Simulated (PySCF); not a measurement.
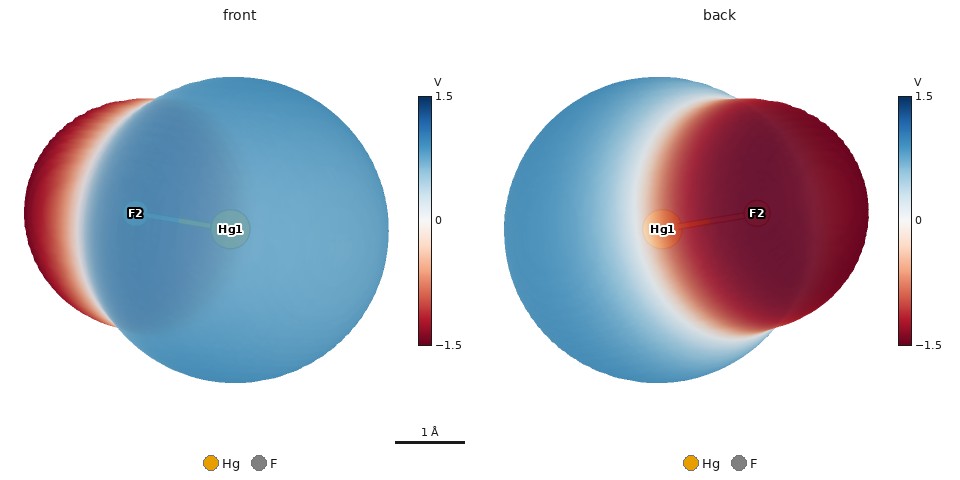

*HgF (doublet). The molecular electrostatic potential painted on the density surface at 0.001 e/bohr³, seen from the front and from behind; red is negative and blue positive.*

Core potentials replace the inner electrons of Hg.

Computed with PBE0/cc-pVDZ(-PP), non-relativistic Hamiltonian with scalar-relativistic core potentials where named, at a bond length of 2.055 Å in PySCF 2.14.0.

### Where is the surface potential most negative and most positive?

The most negative region (about −1.5 V) lies over F2, the most positive (about +0.9 V) over Hg1.
